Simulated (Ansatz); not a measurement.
# HfF4 (SMILES F[Hf](F)(F)F) at r2SCAN/def2-SVP (core potential)

Aim: the vertical singlet–triplet gap of HfF4 at r2SCAN/def2-SVP (core potential), from 2 runs. 

The results are computed with Ansatz 0.2.0.

7 further runs of the same task are left out: 6 that didn't finish, 1 set aside as unsound or not needed.

## Step 1: The system as given

The species is HfF4 (5 atoms), meant as a singlet with charge 0. SMILES: `F[Hf](F)(F)F`. The shape is that of a PBE0-D4/def2-TZVP optimisation.

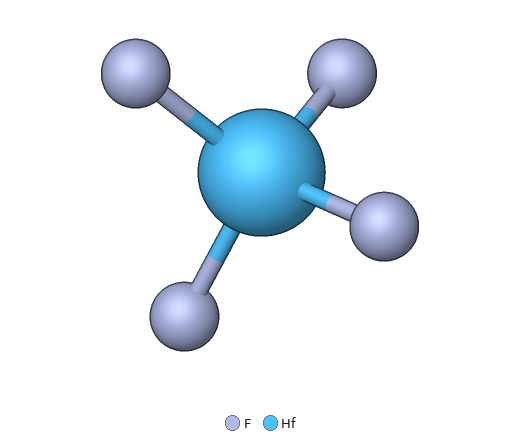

The structure, seen from a chosen angle (fluorine light blue, hafnium blue).

## Step 2: A single-point energy at r2SCAN/def2-SVP (core potential)

The input, molecule.yaml:

```yaml
crystal:
  periodic: [false, false, false]
  atoms:
    - {symbol: F, position_ang: [-0.908700, -0.112040, 1.661430]}
    - {symbol: Hf, position_ang: [-0.000000, 0.000000, -0.000000]}
    - {symbol: F, position_ang: [1.622880, -0.977200, 0.099740]}
    - {symbol: F, position_ang: [-1.093180, -0.727680, -1.368970]}
    - {symbol: F, position_ang: [0.379000, 1.816910, -0.392190]}
basis:
  gaussian:
    orbitals: def2-SVP
accuracy: high
output:
  orbitals: {seedname: orbitals}
hamiltonian:
  xc: {name: r2SCAN}
```

Command:

```
$ ansatz run molecule.yaml --threads 1 --pin off --max-ram 3480MiB --events-out events.jsonl --progress --plain --runs-dir runs
```

Standard output:

```text
Warning: RAYON_NUM_THREADS=1 ignored (pool sized by the plan → 1); use --threads N
Functional definition: r2SCAN
  name "r2SCAN"
  parameter k0 = 0.174
  parameter k1 = 0.065
  parameter a1 = 4.9479
  exchange = r2scan_x(k0 = k0, k1 = k1, a1 = a1)
  correlation = r2scan_c
1818 factors; integrals over basis functions are off by at most 3.1e-9 eV
mean field evaluation 1: about -12163.8417 eV, gradient 6.8e1 eV
mean field evaluation 2: about -12115.7483 eV, gradient 1.9e2 eV
mean field evaluation 4: about -12171.0944 eV, gradient 3.0e0 eV
mean field evaluation 8: about -12171.1282 eV, gradient 4.3e-2 eV
mean field evaluation 16: about -12171.1282 eV, gradient 1.9e-6 eV
mean field -12171.12817712 eV, -447.2807106223 hartree, gradient 8.4e-9 eV, S^2 0.000000; 0 other end points of the search recorded, 0 dependent functions left out
reference -12171.12817853 eV, -447.2807106742 hartree; 24, 24 occupied and 64, 64 virtual orbitals, 1818 factors
Total energy: -12171.12817853 eV, -447.2807106742 hartree
```

It took 11 s on 1 thread of Intel Xeon Platinum 8375C at 2.90GHz (Ice Lake), shared host; peak memory 0.34 GiB.

## Step 3: The triplet at the same level

The input, run.yaml:

```yaml
crystal:
  periodic: [false, false, false]
  atoms:
    - symbol: F
      position_ang: [-0.908700, -0.112040, 1.661430]
    - symbol: Hf
      position_ang: [-0.000000, 0.000000, -0.000000]
    - symbol: F
      position_ang: [1.622880, -0.977200, 0.099740]
    - symbol: F
      position_ang: [-1.093180, -0.727680, -1.368970]
    - symbol: F
      position_ang: [0.379000, 1.816910, -0.392190]
basis:
  gaussian: {orbitals: def2-SVP}
magnetization: {spin_polarized: true, initial_magnetization: 2}
hamiltonian: {xc: r2scan}
accuracy: high
output: {orbitals: {seedname: orbitals}}
```

Command:

```
$ ansatz run run.yaml --threads 1 --pin off --max-ram 3480MiB --events-out events.jsonl --progress --plain --runs-dir runs
```

Standard output (excerpt; [...] marks lines left out):

```text
Warning: RAYON_NUM_THREADS=1 ignored (pool sized by the plan → 1); use --threads N
[... 2 set-up lines as earlier in the session ...]
[...]
1818 factors; integrals over basis functions are off by at most 3.1e-9 eV
[...]
mean field -12162.23714297 eV, -446.9539711439 hartree, gradient 7.0e-8 eV, S^2 2.003231; 10 other end points of the search recorded, 0 dependent functions left out
reference -12162.23716063 eV, -446.9539717927 hartree; 25, 23 occupied and 63, 65 virtual orbitals, 1818 factors
Total energy: -12162.23716063 eV, -446.9539717927 hartree
```

Wall time 2.6 min (1 thread of Intel Xeon Platinum 8375C at 2.90GHz (Ice Lake), shared host); peak memory 0.61 GiB.

## Step 4: Summary of results

At r2SCAN/def2-SVP (core potential):

| quantity | value |
| --- | --- |
| singlet: total energy | -447.28071 Eh |
| singlet: HOMO energy | -10.49 eV |
| singlet: LUMO energy | -1.28 eV |
| singlet: HOMO–LUMO gap | 9.21 eV |
| triplet: total energy | -446.95397 Eh |
| triplet: HOMO energy (highest over α and β) | -1.72 eV |
| triplet: ⟨S²⟩ | 2.003 |
| vertical energy of the triplet above the singlet | 8.891 eV |

What this shows: At this shape the triplet lies 8.89 eV (858 kJ/mol) above the singlet.
